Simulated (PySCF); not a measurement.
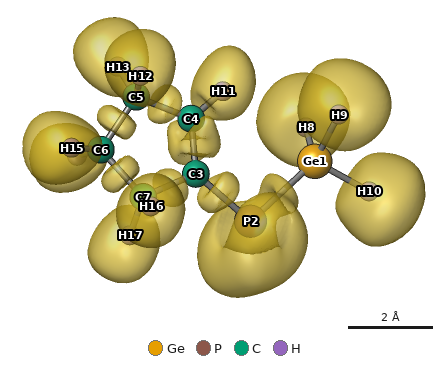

The picture shows: C5H10GeP (charge −1). Isosurface of the ELF at 0.75 (yellow), seen at a tilt. Core shells and regions of very low density are left out.

Geometry: GFN2-xTB.

Method: PySCF 2.14.0, CAM-B3LYP/def2-SVPD, SCF density, gas phase.

```json
{"atom": "Ge", "x (Å)": "3.0137", "y (Å)": "0.6352", "z (Å)": "-0.5457"}
{"atom": "P", "x (Å)": "1.9948", "y (Å)": "-0.8243", "z (Å)": "0.8267"}
{"atom": "C", "x (Å)": "0.3015", "y (Å)": "-0.3792", "z (Å)": "0.5278"}
{"atom": "C", "x (Å)": "-0.2669", "y (Å)": "0.5230", "z (Å)": "-0.2850"}
{"atom": "C", "x (Å)": "-1.7651", "y (Å)": "0.5469", "z (Å)": "-0.1661"}
{"atom": "C", "x (Å)": "-2.0705", "y (Å)": "-0.7563", "z (Å)": "0.5844"}
{"atom": "C", "x (Å)": "-0.7697", "y (Å)": "-1.0965", "z (Å)": "1.3197"}
{"atom": "H", "x (Å)": "2.8346", "y (Å)": "0.5798", "z (Å)": "-2.0797"}
{"atom": "H", "x (Å)": "2.8825", "y (Å)": "2.1628", "z (Å)": "-0.3548"}
{"atom": "H", "x (Å)": "4.5412", "y (Å)": "0.5006", "z (Å)": "-0.4704"}
{"atom": "H", "x (Å)": "0.2577", "y (Å)": "1.1995", "z (Å)": "-0.9412"}
{"atom": "H", "x (Å)": "-2.1030", "y (Å)": "1.4195", "z (Å)": "0.4126"}
{"atom": "H", "x (Å)": "-2.2685", "y (Å)": "0.5903", "z (Å)": "-1.1391"}
{"atom": "H", "x (Å)": "-2.2998", "y (Å)": "-1.5451", "z (Å)": "-0.1362"}
{"atom": "H", "x (Å)": "-2.9221", "y (Å)": "-0.6617", "z (Å)": "1.2630"}
{"atom": "H", "x (Å)": "-0.7822", "y (Å)": "-0.7117", "z (Å)": "2.3447"}
{"atom": "H", "x (Å)": "-0.5851", "y (Å)": "-2.1709", "z (Å)": "1.3755"}
```

Question: Describe the localisation domains.

Answer: At this value the surface marks out five regions between bonded C–C atoms (shared pairs), one region between bonded C–P atoms (shared pairs), ten regions around hydrogen nuclei and one region on P in which the atom's valence shell and bonds are merged. Along the contacts the grid gives the following. C–C (1.34 Å): the ELF peaks at about 0.90 between the atoms: a multiple bond. C–P (1.78 Å): the ELF peaks at about 0.95 between the atoms (localised, covalent bonding).
